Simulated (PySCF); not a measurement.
# GeH3ClO3 (SMILES [OH][Ge]([OH])([OH])[Cl]) at 6 levels

Aim: a comparison of 6 runs (HF/def2-SVP, B3LYP/6-31G*, BP86/def2-SVP, PBE0/def2-SVP, CCSD(T)/cc-pVDZ) of GeH3ClO3. 

The calculation is run with PySCF 2.14.0.

## (1) The structure to begin with

GeH3ClO3 has 8 atoms, charge 0, and is taken as a singlet. SMILES: `[OH][Ge]([OH])([OH])[Cl]`. Geometry: relaxed at PBE0-D4/def2-TZVP. This is one conformer, not always the lowest.

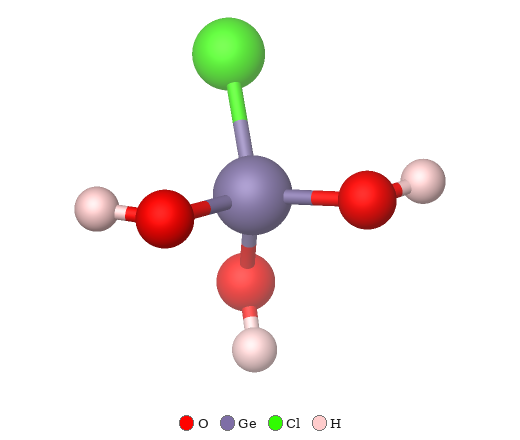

Viewed from a chosen angle; oxygen red, germanium purple, chlorine green, hydrogen pink.

## (2) Energy and forces at HF/def2-SVP (run 1)

File geometry.xyz:

```xyz
8
ClGeH3O3
O     -0.914300     1.183400     0.837500
Ge     0.080000     0.137900    -0.149900
O      1.550100    -0.008600     0.784700
O     -0.676600    -1.414900    -0.479500
Cl     0.430800     0.952000    -2.084900
H     -1.715900     1.463100     0.387900
H      2.238400    -0.488500     0.316800
H     -0.900400    -1.881300     0.331400
```

File input.py:

```python
from pyscf import gto, scf

molecule = gto.M(
    atom='geometry.xyz',
    spin=0,
    verbose=4,
    max_memory=1860,
    basis='def2-svp',
    charge=0,
)

calc0 = scf.RHF(molecule)
calc0.conv_tol = 1e-10
calc0.kernel()
if not calc0.converged:
    calc0 = calc0.newton().run(calc0.mo_coeff, calc0.mo_occ)

e_tot = calc0.e_tot
print('E(%s) = %.9f' % ('HF', e_tot))
grad = calc0.nuc_grad_method().kernel()
calc0.analyze()
```

Launch:

```bash
$ OMP_NUM_THREADS=1 python input.py
```

Standard output:

```text
PySCF version 2.14.0

[... 78 lines left out ...]
Total Energy =                       -2760.739353590156952
[... 15 lines left out ...]
MO #9   energy= -20.5757373861117  occ= 2
[... 13 lines left out ...]
MO #23  energy= -1.34964245102232  occ= 2
[... 13 lines left out ...]
MO #37  energy= -0.474048685179631 occ= 2
[... 13 lines left out ...]
MO #51  energy= 0.621034964533813  occ= 0
[... 13 lines left out ...]
MO #65  energy= 1.21994461585527   occ= 0
[... 13 lines left out ...]
MO #79  energy= 1.71245884257727   occ= 0
[... 13 lines left out ...]
MO #93  energy= 2.94970815571507   occ= 0
[... 13 lines left out ...]
MO #107 energy= 4.11841638942306   occ= 0
[... 118 lines left out ...]
Dipole moment(X, Y, Z, Debye): -0.63553, -1.27581,  0.10402
```

It took 14 s on 1 thread of Intel Xeon at 2.70GHz, shared host; peak memory 0.24 GiB.

## (3) Energy and forces at B3LYP/6-31G(d) (spherical functions) (run 2)

File run.py:

```python
import pyscf.grad
from pyscf import gto, dft

mol = gto.Mole()
mol.atom = '''
O     -1.727777     2.236302     1.582646
Ge     0.151178     0.260593    -0.283270
O      2.929264    -0.016252     1.482868
O     -1.278589    -2.673773    -0.906124
Cl     0.814094     1.799019    -3.939890
H     -3.242581     2.764858     0.733025
H      4.229963    -0.923131     0.598665
H     -1.701509    -3.555142     0.626255
'''
mol.unit = 'bohr'
mol.max_memory = 1860
mol.basis = '6-31g*'
mol.verbose = 3
mol.build()

mf = dft.RKS(mol)
mf.xc = 'b3lyp'
mf.conv_tol = 1e-10
mf.grids.level = 5
mf.kernel()
if not mf.converged:
    mf = mf.newton().run(mf.mo_coeff, mf.mo_occ)

etot = mf.e_tot
print('E(%s) = %.9f' % ('B3LYP', etot))
grad = mf.Gradients().kernel()
mf.analyze()
```

Launch:

```bash
$ OMP_NUM_THREADS=1 python run.py
```

Standard output:

```text
converged SCF energy = -2764.52103840038
[... 11 lines left out ...]
MO #2   energy= -101.528450033714  occ= 2
[... 11 lines left out ...]
MO #14  energy= -6.31102985629588  occ= 2
[... 11 lines left out ...]
MO #26  energy= -0.829800326372803 occ= 2
[... 11 lines left out ...]
MO #38  energy= -0.319994724960443 occ= 2
[... 11 lines left out ...]
MO #50  energy= 0.374434189881218  occ= 0
[... 11 lines left out ...]
MO #62  energy= 0.887237507443644  occ= 0
[... 11 lines left out ...]
MO #74  energy= 1.21312597289316   occ= 0
[... 11 lines left out ...]
MO #86  energy= 2.02358498790971   occ= 0
[... 11 lines left out ...]
MO #98  energy= 3.51535181233852   occ= 0
[... 9 lines left out ...]
Dipole moment(X, Y, Z, Debye): -0.64048, -1.30287,  0.39861
```

Run time: 54 s. Hardware: 1 thread of Intel Xeon at 2.70GHz, shared host; peak memory 0.97 GiB.

Runs 3 to 5 aren't shown in full; the table further down has their settings and results.

## (4) A single-point energy at CCSD(T)/cc-pVDZ (run 6)

File run.py:

```python
# [OH][Ge]([OH])([OH])[Cl]
from pyscf import gto, scf, cc

system = gto.M(
    atom='''
O   -0.914300   1.183400   0.837500
Ge   0.080000   0.137900  -0.149900
O    1.550100  -0.008600   0.784700
O   -0.676600  -1.414900  -0.479500
Cl   0.430800   0.952000  -2.084900
H   -1.715900   1.463100   0.387900
H    2.238400  -0.488500   0.316800
H   -0.900400  -1.881300   0.331400
''',
    basis='cc-pvdz',
    max_memory=1860,
    spin=0,
    verbose=3,
    charge=0,
)

calc0 = scf.RHF(system)
calc0.conv_tol = 1e-10
calc0.kernel()
if not calc0.converged:
    calc0 = calc0.newton().run(calc0.mo_coeff, calc0.mo_occ)

mycc = cc.CCSD(calc0, frozen=17)
mycc.kernel()
e_t = mycc.ccsd_t()
energy = mycc.e_tot + e_t
print('E = %.10f Eh' % energy)
dip = calc0.dip_moment()
pop, q = calc0.mulliken_pop()
```

Launch:

```bash
$ OMP_NUM_THREADS=1 python run.py
```

Standard output:

```text
converged SCF energy = -2761.3108453294
[... 3 lines left out ...]
Dipole moment(X, Y, Z, Debye): -0.64269, -1.30002,  0.28243
[... 111 lines left out ...]
charge of    7H =      0.19818
```

It took 87 s on 1 thread of Intel Xeon at 2.70GHz, shared host; peak memory 0.67 GiB.

## (5) The series

```
run                               level  integration grid  Cartesian functions   energy (Eh)  dipole moment (D) of the reference  HOMO energy (eV)  LUMO energy (eV)  wall time
  1                         HF/def2-SVP                 –                   no  -2760.739354                                1.43            -12.90              3.43       14 s
  2  B3LYP/6-31G* (spherical functions)                 5                   no  -2764.521038                                1.51             -8.71             -0.81       54 s
  3  B3LYP/6-31G* (Cartesian functions)                 5                  yes  -2764.535772                                1.50             -8.71             -0.82       56 s
  4                       BP86/def2-SVP                 5                   no  -2764.525646                                1.38             -7.27             -1.32       51 s
  5                       PBE0/def2-SVP                 5                   no  -2763.568026                                1.39             -9.02             -0.25       62 s
  6                     CCSD(T)/cc-pVDZ                 –                   no  -2762.164837                                1.48            -12.91              3.46       87 s
```

## (6) Summary of results

```
                                           quantity           value
                                run 6: total energy  -2762.16484 Eh
        run 6: dipole moment (Hartree–Fock density)          1.48 D
         run 6: HOMO energy (Hartree–Fock orbitals)       -12.91 eV
         run 6: LUMO energy (Hartree–Fock orbitals)         3.46 eV
       run 6: HOMO–LUMO gap (Hartree–Fock orbitals)        16.37 eV
run 6: correlation energy (17 core orbitals frozen)      -854.0 mEh
                              run 6: (T) correction      -19.23 mEh
                               run 6: T1 diagnostic           0.011
```

In words: Over runs 1, 2, 3, 4, 5 the dipole moment (its size) runs from 1.38 D (BP86/def2-SVP) to 1.51 D (B3LYP/6-31G*). The two ends differ in method and basis. Over runs 1, 2, 3, 4, 5 the HOMO–LUMO gap runs from 5.95 eV (BP86/def2-SVP) to 16.33 eV (HF/def2-SVP). Exact exchange widens orbital gaps. Totals of different functionals can't be ranked against each other. All runs together took 5.4 min, the longest 87 s.
